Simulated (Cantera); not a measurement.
Feed: 1 mol SiCl₄, 4.8 mol H₂, 5.6 mol HCl, at 9750 Torr.

Method: chemical equilibrium by Gibbs-energy minimisation in Cantera with the NASA 1993 tables (ideal gas, pure condensed phases). Candidate condensed phases: Si; 19 gas species. The tables' values for SiCl₃ are old estimates; treat these amounts as uncertain. Rates play no part.

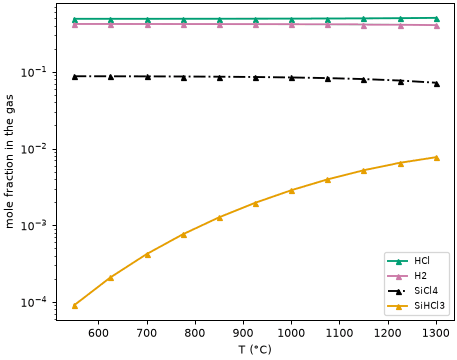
Fig. 1. Equilibrium gas composition (values under 1e-9 drawn at 1e-9)

From 550 °C to 1300 °C nothing is condensed. The main Si-bearing gas is SiCl₄ throughout.
